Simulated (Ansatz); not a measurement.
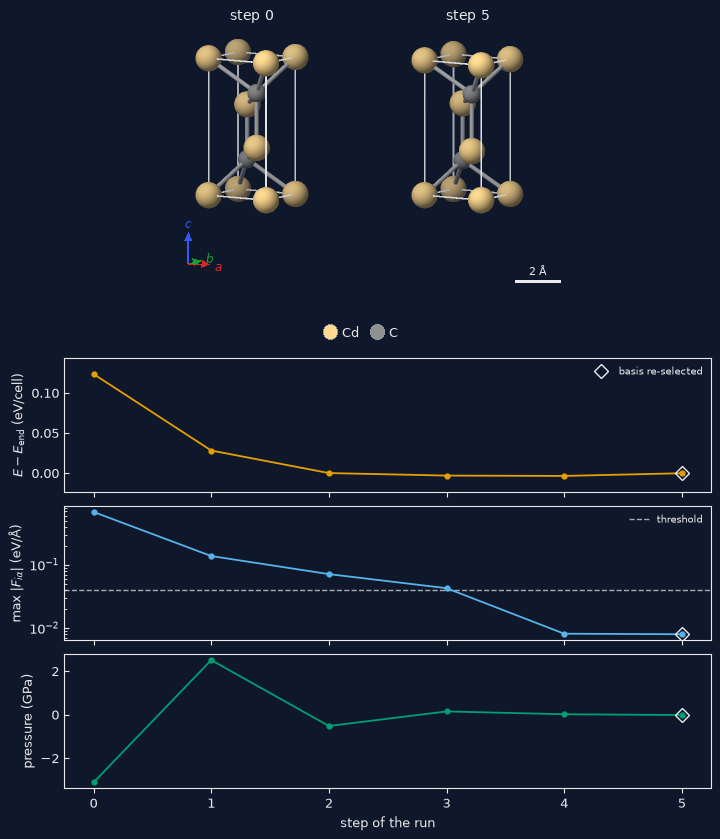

First and last geometry of a relaxation of solid Cd₃C₂ (built on the A-type sesquioxide_164 type) (coarse preliminary run), with the history of the run. Style: ball-and-stick. Shown: the cell of the calculation, from a free direction.

Case: A-type sesquioxide type (P-3m1, No. 164).

Method: DFT PBE, scalar-relativistic, plane waves, PAW (Ansatz).

Input
```yaml
crystal:
  lattice:
    - [3.9775629274, 0.0, 0.0]
    - [-1.9887814637, 3.4446705402, 0.0]
    - [0.0, 0.0, 6.1884418134]
  atoms:
    - { symbol: Cd, position: [0.0, 0.0, 0.0] }
    - { symbol: Cd, position: [0.3333333333, 0.6666666667, 0.645] }
    - { symbol: Cd, position: [0.6666666667, 0.3333333333, 0.355] }
    - { symbol: C, position: [0.3333333333, 0.6666666667, 0.245] }
    - { symbol: C, position: [0.6666666667, 0.3333333333, 0.755] }
basis:
  ecutwfc: 420
kpoints:
  mp_grid: { grid: [6, 6, 4] }
hamiltonian:
  xc: pbe
scf:
  occupations: { method: gaussian, width: 0.1 }
  lower_state_search: "off"
output:
  forces: true
  stress: true
  eigenvalues: true
relax:
  adjacent_minimum: "off"
  f_tol: 0.04
  max_steps: 70
  cell: { stress_tol: 0.4 }
```

Run as
```bash
ansatz run input.yaml --threads 1 --pin off --max-ram 2560MiB --backend cpu --events-out ev --progress --plain --runs-dir out
```

Read the history and describe the run.

Answer. It converged. The largest moves relative to the cell, 0.11 Å, are those of Cd2 and Cd3. Cd2 goes along +c. Largest moves by element: Cd 0.11 Å, C 0.02 Å. Cell: a = b 3.978 → 3.918 Å (−1.5 %), c 6.188 → 6.094 Å (−1.5 %). Volume −4.5 %. Among the contacts that change: Cd2–C4 2.475 → 2.572 Å, Cd2–C5 2.395 → 2.335 Å, Cd1–C4 2.752 → 2.698 Å. Bond angles that change, for instance: C4–Cd2–C5 106.5° → 104.4°. The space group stays P-3m1 (No. 164). The energy falls by 0.124 eV per cell of the calculation in 4 accepted moves (5 points after the start). The largest force component goes from 0.68 to 0.008 eV/Å. The pressure goes from −3.11 to −0.01 GPa. At 1 point the geometry stayed and the basis and grid were re-selected for the new cell (energy shift of 3.4 meV per cell of the calculation at most each time).
